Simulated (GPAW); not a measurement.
# Work function of TaSi2As4 monolayer at several levels, part 2 of 3

How far do functional and basis move the work function of TaSi2As4 monolayer?

GPAW 26.7.0; GPAW, PAW setups; layer in a repeated cell with vacuum, relaxation of atoms and in-plane cell (the session's first sound run).

So far, upper work function (eV): step 3 (plane waves, PBE) 4.90.

**4. Self-consistent run: xc = "LDA"**

Level of this step: GPAW, PAW setups; slab in vacuum (GPAW).

The same geometry under LDA, to see how far the functional moves the levels against the vacuum.

run.py reads:

```python
import json
import numpy as np
from ase import Atoms
from gpaw import GPAW, PW

slab = Atoms(
    ['As', 'Si', 'As', 'Ta', 'As', 'Si', 'As'],
    positions=[
        [-0.00000, -0.00000, 7.00000],
        [-0.00000, 2.12884, 8.09811],
        [-0.00000, 2.12884, 10.48022],
        [-0.00000, 0.00000, 12.00917],
        [0.00000, 2.12884, 13.53813],
        [0.00000, 2.12884, 15.92024],
        [-0.00000, -0.00000, 17.01835]],
    cell=[[3.68726, -0.0, 0.0], [-1.84363, 3.19326, 0.0], [0.0, 0.0, 24.0183]],
    pbc=[True, True, False],
    magmoms=[0.0, 0.0, 0.0, 1.0, 0.0, 0.0, 0.0])

slab.calc = GPAW(mode=PW(400), xc='LDA', kpts={'size': (9, 9, 1), 'gamma': True},
                 occupations={'name': 'fermi-dirac', 'width': 0.05}, nbands='200%',
                 convergence={'density': 1e-05}, maxiter=200,
                 poissonsolver={'dipolelayer': 'xy'},
                 symmetry={'tolerance': 1e-3}, txt='slab.txt')
result = {}
energy = slab.get_potential_energy()
fermi = slab.calc.get_fermi_level()
v = slab.calc.get_electrostatic_potential().mean((0, 1)) - fermi
n = slab.calc.get_pseudo_density().mean((0, 1))
L = slab.cell[2, 2]
z = np.arange(len(v)) * L / len(v)
low, high = slab.positions[:, 2].min(), slab.positions[:, 2].max()
below, above = np.interp([low - 4.8, high + 4.8], z, v)
slopes = [np.interp(x, z, np.gradient(v, z)) for x in (low - 4.8, high + 4.8)]
eps = np.array([[slab.calc.get_eigenvalues(k, s) for k in range(len(slab.calc.get_ibz_k_points()))]
                for s in range(slab.calc.get_number_of_spins())]) - fermi
top, bottom = eps[eps < 0].max(), eps[eps > 0].min()
dipole = slab.get_dipole_moment()[2]
print(f'energy {energy:.4f} eV, Fermi level {fermi:.4f} eV, dipole {dipole:.5f} e A')
print(f'potential 4.8 A off the faces, from the Fermi level: lower {below:.4f} eV, upper {above:.4f} eV')
print(f'slope of the potential there: lower {slopes[0]:.5f}, upper {slopes[1]:.5f} eV/A')
print(f'nearest levels on the mesh: {top:.4f} and {bottom:.4f} eV')
print('magnetic moment', round(slab.get_magnetic_moment(), 3))
result.update(energy=energy, fermi=fermi, dipole=dipole, below=below, above=above, slopes=slopes, edges=[top, bottom],
              z=z.tolist(), v=v.tolist(), n=n.tolist(), positions=slab.positions.tolist(),
              forces=slab.get_forces(apply_constraint=False).tolist(), moments=slab.get_magnetic_moments().tolist())
json.dump(result, open('result.json', 'w'))
```

Started as:

```sh
$ OMP_NUM_THREADS=1 OPENBLAS_NUM_THREADS=1 python run.py
```

The program printed:

```text
energy -44.9497 eV, Fermi level 0.7303 eV, dipole 0.00086 e A
potential 4.8 A off the faces, from the Fermi level: lower 5.1869 eV, upper 5.1711 eV
slope of the potential there: lower -0.00015, upper 0.00015 eV/A
nearest levels on the mesh: -0.0799 and 0.0570 eV
magnetic moment 0.0
```

Elapsed: 95 s, on 1 thread of Intel Xeon Platinum 8375C at 2.90GHz (Ice Lake), shared host; peak memory 0.31 GiB.

This step gave:

| Property | Result |
| --- | --- |
| levels nearest the Fermi level on the mesh | -0.07987, 0.05699 eV from the Fermi level |
| upper work function | 5.171 eV |
| lower work function | 5.187 eV |

The electrostatic potential energy of an electron (without an applied field's), less the Fermi level, planar mean oscillates, so the rows of the table below give means over windows of 1.72 Å about each position, cut where the curve ends. Its maxima inside the range that stand out by 2 % of the span (Å: eV): 7.6: -9.18, 9.3: 2.43, 11.2: -5.19, 12.9: -5.19, 14.7: 2.42, 16.4: -9.19. Its minima: 7.1: -13.8, 8.0: -10.8, 10.5: -12.1, 12.0: -16.2, 13.5: -12.1, 16.0: -10.9, 16.9: -13.8.

Table of electrostatic potential energy of an electron (without an applied field's), less the Fermi level, planar mean by z; means over each step:

```
z (Å)  electrostatic potential energy of an electron (without an applied field's), less the Fermi level, planar mean (eV)
 0.86                                                                                                                5.19
 2.58                                                                                                                5.19
 4.30                                                                                                                5.14
 6.02                                                                                                               0.162
 7.74                                                                                                               -10.1
 9.46                                                                                                               -1.04
11.18                                                                                                               -9.88
12.90                                                                                                               -9.67
14.62                                                                                                              -0.847
16.34                                                                                                               -10.4
18.06                                                                                                               0.743
19.78                                                                                                                5.13
21.50                                                                                                                5.17
23.22                                                                                                                5.17
```

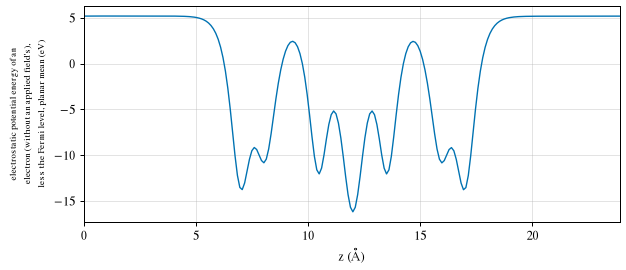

Electrostatic potential energy of an electron (without an applied field's), less the Fermi level, planar mean, plotted against z.

The pseudo valence density, planar mean oscillates, so the rows of the table below give means over windows of 1 Å about each position, cut where the curve ends. Its maxima inside the range that stand out by 2 % of the span (Å: e/Å³): 6.6: 0.251, 7.5: 0.387, 10.1: 0.246, 12.0: 1.01, 13.9: 0.246, 16.5: 0.387, 17.4: 0.251. Its minima: 6.9: 0.190, 9.2: 0.122, 10.5: 0.174, 13.5: 0.174, 14.8: 0.122, 17.2: 0.190.

Pseudo valence density, planar mean against z; means over each step:

```
z (Å)  pseudo valence density, planar mean (e/Å³)
    3                                      3.1e-5
    4                                      5.4e-4
    5                                     0.00980
    6                                       0.117
    7                                       0.256
    8                                       0.265
    9                                       0.141
   10                                       0.200
   11                                       0.354
   12                                       0.785
   13                                       0.360
   14                                       0.201
   15                                       0.140
   16                                       0.262
   17                                       0.259
   18                                       0.121
   19                                      0.0102
   20                                      5.7e-4
   21                                      3.3e-5
```

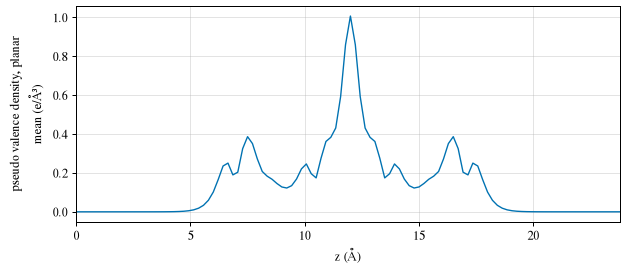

Pseudo valence density, planar mean against z.

Force by atom:

```
atom  x (eV/Å)  y (eV/Å)  z (eV/Å)   size
 As1     0.000     0.000     0.366  0.366
 Si2     0.000     0.000    -0.024  0.024
 As3     0.000     0.000     0.325  0.325
 Ta4     0.000     0.000     0.000  0.000
 As5     0.000     0.000    -0.325  0.325
 Si6     0.000     0.000     0.024  0.024
 As7     0.000     0.000    -0.366  0.366
```

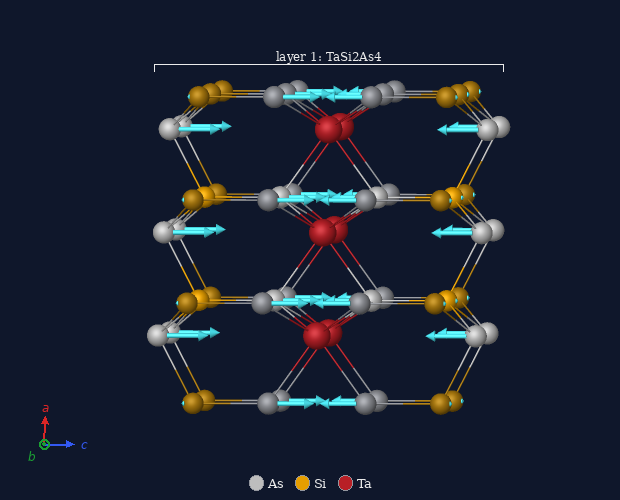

Force as arrows, the longest 0.366 eV/Å. 2×1×1 cells are drawn. Some periodic images of atoms are drawn too.

The upper face's work function is 5.171 eV, against 4.900 eV in the first plane-wave PBE run at this geometry.

**5. Self-consistent run: xc = "RPBE"**

The same geometry under RPBE, to see how far the functional moves the levels against the vacuum.

Edit run.py of step 4 so:

```diff
@@ -19,3 +19,3 @@
 
-slab.calc = GPAW(mode=PW(400), xc='LDA', kpts={'size': (9, 9, 1), 'gamma': True},
+slab.calc = GPAW(mode=PW(400), xc='RPBE', kpts={'size': (9, 9, 1), 'gamma': True},
                  occupations={'name': 'fermi-dirac', 'width': 0.05}, nbands='200%',
```

The program printed:

```text
energy -37.7939 eV, Fermi level 1.1327 eV, dipole 0.00086 e A
potential 4.8 A off the faces, from the Fermi level: lower 4.8093 eV, upper 4.7936 eV
slope of the potential there: lower -0.00019, upper 0.00019 eV/A
nearest levels on the mesh: -0.0811 and 0.0522 eV
magnetic moment 0.0
```

Run time: 2 min. Hardware: 1 thread; peak memory 0.33 GiB.

Numbers from this step:

```
levels nearest the Fermi level on the mesh : -0.08108, 0.05219 eV from the Fermi level
upper work function                        : 4.794 eV
lower work function                        : 4.809 eV
```

The upper face's work function is 4.794 eV, against 4.900 eV in the first plane-wave PBE run at this geometry.

**6. OptPBE vdW: xc = "optPBE-vdW"**

The same geometry under optPBE-vdW, to see how far the functional moves the levels against the vacuum (the van der Waals functionals take revPBE setups).

Edit run.py of step 5 so:

```diff
@@ -19,3 +19,3 @@
 
-slab.calc = GPAW(mode=PW(400), xc='RPBE', kpts={'size': (9, 9, 1), 'gamma': True},
+slab.calc = GPAW(mode=PW(400), xc='optPBE-vdW', kpts={'size': (9, 9, 1), 'gamma': True},
                  occupations={'name': 'fermi-dirac', 'width': 0.05}, nbands='200%',
```

The program printed:

```text
energy -114.0284 eV, Fermi level 0.9335 eV, dipole 0.00086 e A
potential 4.8 A off the faces, from the Fermi level: lower 5.1144 eV, upper 5.0987 eV
slope of the potential there: lower -0.00024, upper 0.00024 eV/A
nearest levels on the mesh: -0.0846 and 0.0593 eV
magnetic moment 0.0
```

Wall time 2.1 min (1 thread); peak memory 0.52 GiB.

This step gave:

* dipole along the normal: 8.65e-4 e·Å
* levels nearest the Fermi level on the mesh: -0.08465, 0.05932 eV from the Fermi level
* upper work function: 5.099 eV
* lower work function: 5.114 eV

The upper face's work function is 5.099 eV, against 4.900 eV in the first plane-wave PBE run at this geometry.

**7. Self-consistent run: xc = "vdW-DF2"**

The same geometry under vdW-DF2, to see how far the functional moves the levels against the vacuum (the van der Waals functionals take revPBE setups).

Edit run.py of step 6 so:

```diff
@@ -19,3 +19,3 @@
 
-slab.calc = GPAW(mode=PW(400), xc='optPBE-vdW', kpts={'size': (9, 9, 1), 'gamma': True},
+slab.calc = GPAW(mode=PW(400), xc='vdW-DF2', kpts={'size': (9, 9, 1), 'gamma': True},
                  occupations={'name': 'fermi-dirac', 'width': 0.05}, nbands='200%',
```

The program printed:

```text
energy -490.1785 eV, Fermi level 0.9558 eV, dipole 0.00087 e A
potential 4.8 A off the faces, from the Fermi level: lower 5.2127 eV, upper 5.1969 eV
slope of the potential there: lower -0.00104, upper 0.00104 eV/A
nearest levels on the mesh: -0.0770 and 0.0666 eV
magnetic moment 0.0
```

Elapsed: 7.1 min, on 1 thread; peak memory 0.53 GiB.

Numbers from this step:

* dipole along the normal: 8.67e-4 e·Å
* levels nearest the Fermi level on the mesh: -0.07702, 0.06665 eV from the Fermi level
* upper work function: 5.197 eV
* lower work function: 5.213 eV

The upper face's work function is 5.197 eV, against 4.900 eV in the first plane-wave PBE run at this geometry.

**8. Self-consistent run: xc = "revPBE"**

The same geometry under revPBE, to see how far the functional moves the levels against the vacuum.

Edit run.py of step 7 so:

```diff
@@ -19,3 +19,3 @@
 
-slab.calc = GPAW(mode=PW(400), xc='vdW-DF2', kpts={'size': (9, 9, 1), 'gamma': True},
+slab.calc = GPAW(mode=PW(400), xc='revPBE', kpts={'size': (9, 9, 1), 'gamma': True},
                  occupations={'name': 'fermi-dirac', 'width': 0.05}, nbands='200%',
```

The program printed:

```text
energy -38.1470 eV, Fermi level 1.1144 eV, dipole 0.00086 e A
potential 4.8 A off the faces, from the Fermi level: lower 4.8133 eV, upper 4.7976 eV
slope of the potential there: lower -0.00019, upper 0.00019 eV/A
nearest levels on the mesh: -0.0813 and 0.0529 eV
magnetic moment 0.0
```

The job ended after 2 min (1 thread; peak memory 0.33 GiB).

Numbers from this step:

```yaml
dipole_along_the_normal: 8.64e-4 e·Å
levels_nearest_the_fermi_level_on_the_mesh: -0.08131, 0.05287 eV from the Fermi level
upper_work_function: 4.798 eV
lower_work_function: 4.813 eV
```

The electrostatic potential energy of an electron (without an applied field's), less the Fermi level, planar mean oscillates, so the rows of the table below give means over windows of 1.72 Å about each position, cut where the curve ends. Its maxima inside the range that stand out by 2 % of the span (Å: eV): 7.6: -9.55, 9.3: 2.06, 11.2: -5.63, 12.9: -5.63, 14.7: 2.05, 16.4: -9.56. Its minima: 7.1: -14.2, 8.0: -11.2, 10.5: -12.5, 12.0: -16.6, 13.5: -12.5, 16.0: -11.2, 16.9: -14.2.

Electrostatic potential energy of an electron (without an applied field's), less the Fermi level, planar mean against z; means over each step:

```
z (Å)  electrostatic potential energy of an electron (without an applied field's), less the Fermi level, planar mean (eV)
 0.86                                                                                                                4.81
 2.58                                                                                                                4.81
 4.30                                                                                                                4.76
 6.02                                                                                                              -0.214
 7.74                                                                                                               -10.5
 9.46                                                                                                               -1.43
11.18                                                                                                               -10.3
12.90                                                                                                               -10.1
14.62                                                                                                               -1.23
16.34                                                                                                               -10.7
18.06                                                                                                               0.367
19.78                                                                                                                4.76
21.50                                                                                                                4.80
23.22                                                                                                                4.80
```

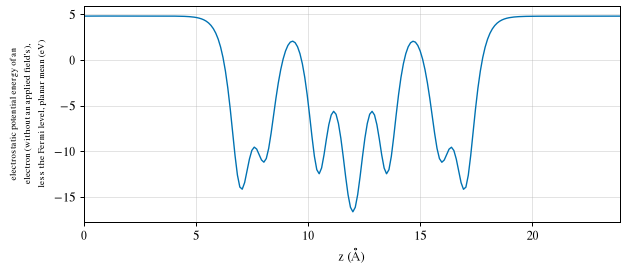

Electrostatic potential energy of an electron (without an applied field's), less the Fermi level, planar mean, plotted against z.

The upper face's work function is 4.798 eV, against 4.900 eV in the first plane-wave PBE run at this geometry.

**9. Real-space grid: mode = "fd"**

A real-space grid is a second complete basis, so it checks the plane-wave result.

Edit run.py of step 8 so:

```diff
@@ -3,3 +3,3 @@
 from ase import Atoms
-from gpaw import GPAW, PW
+from gpaw import GPAW
 
@@ -19,3 +19,3 @@
 
-slab.calc = GPAW(mode=PW(400), xc='revPBE', kpts={'size': (9, 9, 1), 'gamma': True},
+slab.calc = GPAW(mode='fd', h=0.18, xc='PBE', kpts={'size': (9, 9, 1), 'gamma': True},
                  occupations={'name': 'fermi-dirac', 'width': 0.05}, nbands='200%',
```

The program printed:

```text
energy -40.1943 eV, Fermi level -4.9085 eV, dipole 0.00102 e A
potential 4.8 A off the faces, from the Fermi level: lower 4.9164 eV, upper 4.9006 eV
slope of the potential there: lower -0.00015, upper 0.00015 eV/A
nearest levels on the mesh: -0.0826 and 0.0551 eV
magnetic moment 0.0
```

Run time: 6.8 min. Hardware: 1 thread; peak memory 0.92 GiB.

Numbers from this step:

| Property | Result |
| --- | --- |
| dipole along the normal | 0.001024 e·Å |
| levels nearest the Fermi level on the mesh | -0.08262, 0.05509 eV from the Fermi level |
| upper work function | 4.901 eV |
| lower work function | 4.916 eV |

The upper face's work function is 4.901 eV, against 4.900 eV in the first plane-wave PBE run at this geometry.

[end of part 2 of 3]

[Logs are printed without paths, hosts, clocks, repeated set-up lines and the standing remarks that a program may print on its own settings, such as how far it seeks lower states.]

[Hosts, paths, dates, database ids (printed as entryN), source tags and the programs' standing remarks are cut or masked in the printed files.]
